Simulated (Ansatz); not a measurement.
# singlet C2H6B−: levels of theory compared

Aim: a comparison of 6 runs (HF/def2-SVPD, BLYP/def2-SVPD, revPBE/def2-SVPD, wB97X/def2-SVPD, MP2/def2-SVPD, CCSD(T)/def2-SVPD) of singlet C2H6B−. 

Program for the calculation: Ansatz 0.2.0.

36 further runs of the same task are left out: 36 set aside as unsound or not needed.

## Step 1: Starting point

The species is C2H6B− (9 atoms), meant as a singlet with charge -1. SMILES of the parent species: `[BH]CC`. Geometry: relaxed at PBE0-D4/def2-TZVP. This is one conformer, not always the lowest. That shape belongs to the parent species and isn't relaxed for this state.

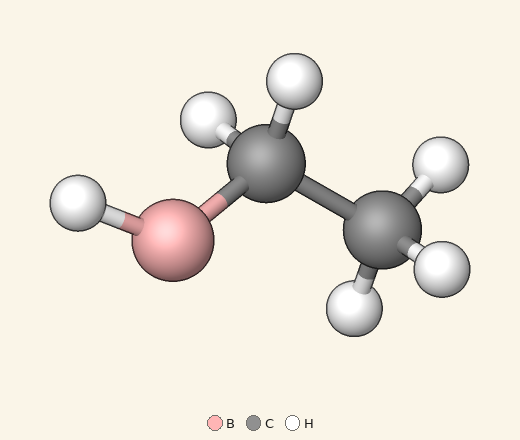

Viewed from a chosen angle; boron pink, carbon grey, hydrogen white.

## Step 2: The energy at HF/def2-SVPD (run 1)

The input, job.yaml:

```yaml
crystal:
  periodic: [false, false, false]
  atoms:
    - {symbol: B, position_ang: [-1.415300, 0.517300, -0.623600]}
    - {symbol: C, position_ang: [0.077500, 0.346900, -0.300600]}
    - {symbol: C, position_ang: [0.504700, -0.731500, 0.688600]}
    - {symbol: H, position_ang: [-1.915600, 1.307200, -1.370300]}
    - {symbol: H, position_ang: [0.580700, 0.211000, -1.273200]}
    - {symbol: H, position_ang: [0.428600, 1.341200, 0.024500]}
    - {symbol: H, position_ang: [1.588300, -0.746200, 0.828800]}
    - {symbol: H, position_ang: [0.197300, -1.721000, 0.344100]}
    - {symbol: H, position_ang: [0.042200, -0.571000, 1.664600]}
basis:
  gaussian:
    orbitals: def2-SVPD
total_charge: -1
hamiltonian:
  xc: hf
accuracy: high
output: {orbitals: {seedname: orbitals}}
```

Launch:

```sh
$ ansatz run job.yaml --threads 1 --pin off --max-ram 3480MiB --events-out events.jsonl --progress --plain --runs-dir runs
```

Log:

```text
Warning: RAYON_NUM_THREADS=1 ignored (pool sized by the plan → 1); use --threads N
Functional definition: HF
  name "HF"
  exchange = exact_x
  correlation = 0
2222 factors; integrals over basis functions are off by at most 3.1e-9 eV
mean field evaluation 1: about -2819.9418 eV, gradient 2.1e1 eV
mean field evaluation 2: about -2819.9422 eV, gradient 2.1e1 eV
mean field evaluation 4: about -2821.8590 eV, gradient 2.8e0 eV
mean field evaluation 8: about -2821.9019 eV, gradient 4.0e-2 eV
mean field evaluation 16: about -2812.7667 eV, gradient 1.5e1 eV
mean field -2821.90187631 eV, -103.7029812007 hartree, gradient 2.1e-8 eV, S^2 0.000000; 0 other end points of the search recorded, 0 dependent functions left out
reference -2821.90187631 eV, -103.7029812007 hartree; 12, 12 occupied and 96, 96 virtual orbitals, 2222 factors
Total energy: -2821.90187631 eV, -103.7029812007 hartree
```

Run time: 4.8 s. Hardware: 1 thread of Intel Xeon Platinum 8259CL at 2.50GHz (Skylake/Cascade Lake), shared host; peak memory 0.31 GiB.

## Step 3: A single-point energy at BLYP/def2-SVPD (run 2)

The input, in.yaml:

```yaml
crystal:
  periodic: [false, false, false]
  atoms:
    - {symbol: B, position_ang: [-1.415300, 0.517300, -0.623600]}
    - {symbol: C, position_ang: [0.077500, 0.346900, -0.300600]}
    - {symbol: C, position_ang: [0.504700, -0.731500, 0.688600]}
    - {symbol: H, position_ang: [-1.915600, 1.307200, -1.370300]}
    - {symbol: H, position_ang: [0.580700, 0.211000, -1.273200]}
    - {symbol: H, position_ang: [0.428600, 1.341200, 0.024500]}
    - {symbol: H, position_ang: [1.588300, -0.746200, 0.828800]}
    - {symbol: H, position_ang: [0.197300, -1.721000, 0.344100]}
    - {symbol: H, position_ang: [0.042200, -0.571000, 1.664600]}
basis:
  gaussian: {orbitals: def2-SVPD}
total_charge: -1
hamiltonian: {xc: {name: BLYP}}
accuracy: high
output: {orbitals: {seedname: orbitals}}
```

Launch:

```sh
$ ansatz run in.yaml --threads 1 --pin off --max-ram 3480MiB --events-out events.jsonl --progress --plain --runs-dir runs
```

Log:

```text
Warning: RAYON_NUM_THREADS=1 ignored (pool sized by the plan → 1); use --threads N
Functional definition: BLYP
  name "BLYP"
  parameter beta = 0.0042
  parameter a = 0.04918
  parameter b = 0.132
  parameter c = 0.2533
  parameter d = 0.349
  exchange = b88_x(beta = beta)
  correlation = lyp_c(a = a, b = b, c = c, d = d)
2222 factors; integrals over basis functions are off by at most 3.1e-9 eV
mean field evaluation 1: about -2836.5750 eV, gradient 3.7e1 eV
mean field evaluation 2: about -2816.2855 eV, gradient 7.4e1 eV
mean field evaluation 4: about -2841.2358 eV, gradient 7.6e0 eV
mean field evaluation 8: about -2841.4506 eV, gradient 2.1e-1 eV
mean field evaluation 16: about -2841.4507 eV, gradient 1.5e-5 eV
mean field -2841.45067647 eV, -104.4213863558 hartree, gradient 5.4e-8 eV, S^2 0.000000; 0 other end points of the search recorded, 0 dependent functions left out
reference -2841.45072461 eV, -104.4213881250 hartree; 12, 12 occupied and 96, 96 virtual orbitals, 2222 factors
Total energy: -2841.45072461 eV, -104.4213881250 hartree
```

It took 8.4 s on 1 thread of Intel Xeon Platinum 8259CL at 2.50GHz (Skylake/Cascade Lake), shared host; peak memory 0.31 GiB.

## Step 4: A single-point energy at revPBE/def2-SVPD (run 3)

in.yaml: that of step 3 with these lines changed.

```diff
@@ -13,6 +13,8 @@
 basis:
-  gaussian: {orbitals: def2-SVPD}
+  gaussian:
+    orbitals: def2-SVPD
 total_charge: -1
-hamiltonian: {xc: {name: BLYP}}
+hamiltonian:
+  xc: {name: revPBE}
+output: {orbitals: {seedname: orbitals}}
 accuracy: high
-output: {orbitals: {seedname: orbitals}}
```

Launch:

```sh
$ ansatz run in.yaml --threads 1 --pin off --max-ram 3480MiB --events-out events.jsonl --progress --plain --runs-dir runs
```

Log:

```text
Warning: RAYON_NUM_THREADS=1 ignored (pool sized by the plan → 1); use --threads N
Functional definition: revPBE
  name "revPBE"
  parameter kappa = 1.245
  parameter beta = 0.06672455060314922
  exchange = pbe_x(kappa = kappa, mu = beta*pi^2/3)
  correlation = pbe_c(beta = beta)
2222 factors; integrals over basis functions are off by at most 3.1e-9 eV
mean field evaluation 1: about -2838.4424 eV, gradient 3.3e1 eV
mean field evaluation 2: about -2820.5877 eV, gradient 6.6e1 eV
mean field evaluation 4: about -2842.3822 eV, gradient 5.7e0 eV
mean field evaluation 8: about -2842.4933 eV, gradient 2.1e-1 eV
mean field evaluation 16: about -2842.4934 eV, gradient 2.3e-5 eV
mean field -2842.49341771 eV, -104.4597063895 hartree, gradient 8.2e-8 eV, S^2 0.000000; 0 other end points of the search recorded, 0 dependent functions left out
reference -2842.49342193 eV, -104.4597065445 hartree; 12, 12 occupied and 96, 96 virtual orbitals, 2222 factors
Total energy: -2842.49342193 eV, -104.4597065445 hartree
```

It took 8.1 s on 1 thread of Intel Xeon Platinum 8259CL at 2.50GHz (Skylake/Cascade Lake), shared host; peak memory 0.31 GiB.

Runs 4 to 5 aren't shown in full; the table further down has their settings and results.

## Step 5: The energy at CCSD(T)/def2-SVPD (run 6)

The input, molecule.yaml:

```yaml
crystal:
  periodic: [false, false, false]
  atoms:
    - {symbol: B, position_ang: [-1.415300, 0.517300, -0.623600]}
    - {symbol: C, position_ang: [0.077500, 0.346900, -0.300600]}
    - {symbol: C, position_ang: [0.504700, -0.731500, 0.688600]}
    - {symbol: H, position_ang: [-1.915600, 1.307200, -1.370300]}
    - {symbol: H, position_ang: [0.580700, 0.211000, -1.273200]}
    - {symbol: H, position_ang: [0.428600, 1.341200, 0.024500]}
    - {symbol: H, position_ang: [1.588300, -0.746200, 0.828800]}
    - {symbol: H, position_ang: [0.197300, -1.721000, 0.344100]}
    - {symbol: H, position_ang: [0.042200, -0.571000, 1.664600]}
basis:
  gaussian:
    orbitals: def2-SVPD
total_charge: -1
correlation:
  method: ccsd_t
  frozen_orbitals: {B: 1, C: 1, H: 0}
accuracy: high
scf:
  omitted_lower_state_checks: [cluster_reference, increment]
```

Launch:

```sh
$ ansatz run molecule.yaml --threads 1 --pin off --max-ram 3480MiB --events-out events.jsonl --progress --plain --runs-dir runs
```

Log:

```text
Warning: RAYON_NUM_THREADS=1 ignored (pool sized by the plan → 1); use --threads N
[... 12 lines left out ...]
3 core orbitals not correlated: weight in the atoms' cores, before any rotation towards them, 1.000 or more for the frozen orbitals, at most 0.000 for the correlated occupied ones
[... 35 lines left out ...]
Total energy: -2834.70410273 eV, -104.1734543439 hartree
Checks for a lower state left out: cluster_reference, increment
```

Wall time 30 s (1 thread of Intel Xeon Platinum 8259CL at 2.50GHz (Skylake/Cascade Lake), shared host); peak memory 1 GiB.

## Step 6: The series

```tsv
run	level	frozen core orbitals	energy (Eh)	HOMO energy (eV)	LUMO energy (eV)	HOMO–LUMO gap (eV)	wall time
1	HF/def2-SVPD	–	-103.702981	0.27	6.67	6.40	4.8 s
2	BLYP/def2-SVPD	–	-104.421388	2.59	3.50	0.92	8.4 s
3	revPBE/def2-SVPD	–	-104.459707	2.58	3.47	0.89	8.1 s
4	wB97X/def2-SVPD	–	-104.459294	-0.04	6.36	6.40	31 s
5	MP2/def2-SVPD	3	-104.109719	–	–	–	5.4 s
6	CCSD(T)/def2-SVPD	3	-104.173454	–	–	–	30 s
```

## Step 7: Results

| quantity | value |
| --- | --- |
| run 6: total energy | -104.17345 Eh |
| run 6: correlation energy (3 core orbitals frozen) | -470.5 mEh |
| run 6: (T) correction | -16.52 mEh |
| run 6: T1 diagnostic | 0.016 |

What this shows: Below the HF energy at the same shape and in the same basis (def2-SVPD): MP2 -406.7 mEh; CCSD(T) -470.5 mEh. Over runs 1, 2, 3, 4 the HOMO–LUMO gap runs from 0.89 eV (revPBE/def2-SVPD) to 6.40 eV (wB97X/def2-SVPD). The empty levels of an anion lie above zero and hang on the basis. Totals of different functionals can't be ranked against each other. In runs 1, 2, 3 the HOMO lies above zero, so the outermost electron may be held by the basis alone. In runs 5, 6 the log says that unrestricted orbitals would lower the reference, so the values rest on an unstable closed-shell determinant (other closed-shell runs at this shape may share the fault). All runs together took 87 s, the longest 31 s.
